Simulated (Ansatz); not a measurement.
# GeH4NO (SMILES [NH2][GeH2][O]) (doublet): what the fields show

Input file:

```
crystal:
  periodic: [false, false, false]
  atoms:
    - {symbol: N, position_ang: [-1.013648, 0.100460, -0.532571]}
    - {symbol: Ge, position_ang: [0.553295, -0.089484, 0.368294]}
    - {symbol: O, position_ang: [0.814994, -1.813202, 0.787913]}
    - {symbol: H, position_ang: [-1.028202, -0.118748, -1.516112]}
    - {symbol: H, position_ang: [-1.548727, 0.933066, -0.342326]}
    - {symbol: H, position_ang: [0.450672, 0.755316, 1.645402]}
    - {symbol: H, position_ang: [1.832816, 0.164590, -0.456302]}
basis:
  gaussian: {orbitals: def2-TZVPP}
magnetization: {spin_polarized: true, initial_magnetization: 1}
hamiltonian: {xc: pbe0, dispersion: d4}
output: {orbitals: {seedname: orbitals}}
```

Command:

```sh
ansatz run in.yaml --threads 4 --pin off --events-out ev --progress --plain --max-ram 10444MiB
```

Geometry: PBE0-D4/def2-TZVP.

The calculation used Ansatz, UKS PBE0-D4/def2-TZVPP.

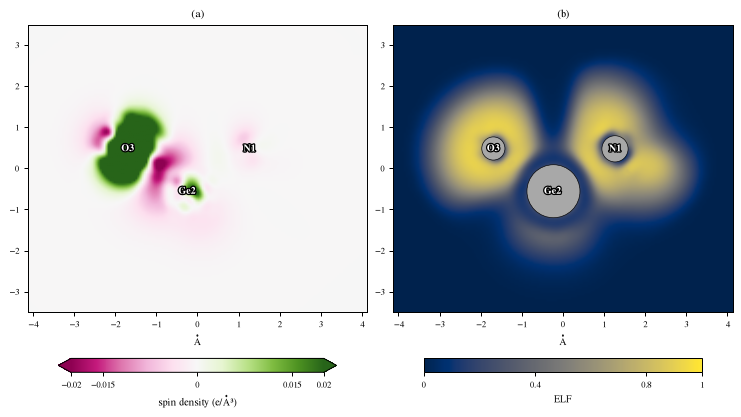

Figure 1. (a) spin density (α minus β); (b) electron localisation function on the plane of atoms N1, Ge2 and O3. Grey discs cover the atomic cores in the ELF map.

What do the fields say about this system?

The plane passes through N, Ge and O nuclei.
Ge–O (1.79 Å): the ELF peaks at about 0.85 in the valence shell of O, 0.6 Å from its nucleus, and is about 0.35 at the midpoint.
Ge–N (1.82 Å): the ELF peaks at about 0.90 in the valence shell of N, 0.6 Å from its nucleus, and is about 0.45 at the midpoint.
The ELF also peaks beside O3 and N1, away from the bonds: non-bonding electrons, paired or unpaired.
The unpaired spin (1 electron) lies mostly on O3 (about 0.9), in electrons by Hirshfeld's partition.

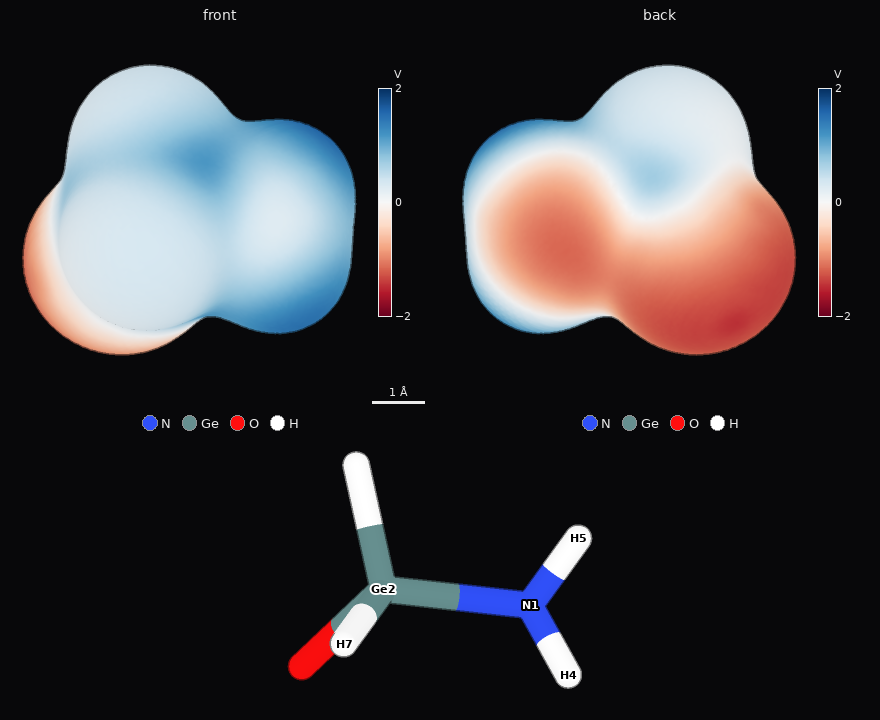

Figure 2. The electrostatic potential painted on the density surface at 0.001 e/bohr³, seen from the front and from behind; red is negative and blue positive. The bare structure is drawn below in the same view.

Which sites attract a positive test charge, and which a negative one?

A positive charge is drawn to the negative regions and a negative charge to the positive ones. The most negative region (about −1.4 V) lies over O3, the most positive (about +1.5 V) over H5. O3 is the likeliest acceptor of a hydrogen bond.

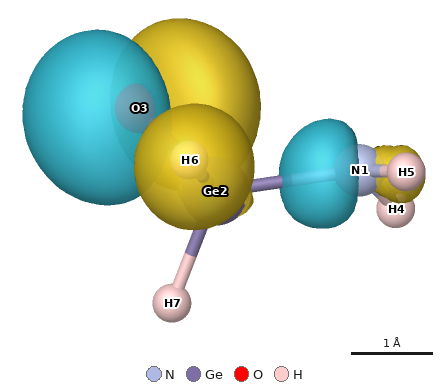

Figure 3. The HOMO−1 (β) at ±0.1 Å⁻³ᐟ² (yellow and cyan are the two phases), seen from one side.

What is the character of this orbital?

Its weight (Hirshfeld) is mainly on O3 (about 80 %) and Ge2 (about 10 %); largely a lone pair of O3. Its energy is −8.40 eV.
